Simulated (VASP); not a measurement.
Band structure of BeTe (zinc blende). Calculation: modified Becke-Johnson potential (mBJ), VASP's PBE PAW potentials (set 64) (plane waves; VASP).

mBJ is a potential without an energy functional, so only the levels count. Unless said otherwise, spin-orbit coupling is left out, though it shifts the bands of the heavy elements here.

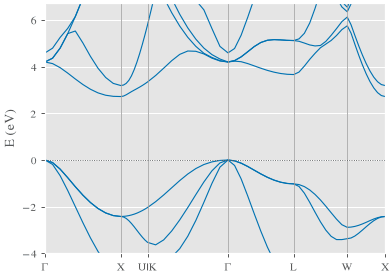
Figure. Bands along high-symmetry lines, zero at the valence-band maximum or, without a gap, the Fermi level

Problem. Read the plot: is there a gap, and where are the band edges?

Solution. The gap is indirect, 2.72 eV, from the valence maximum at Γ to the conduction minimum at X.

Measured: gap 2.80 eV (computed value off by -0.08 eV), as given by Das et al., (2018), arXiv:1807.05623.

The compound is BeTe in the zinc blende structure. It was relaxed first. The cell's shape comes from a PBE relaxation.
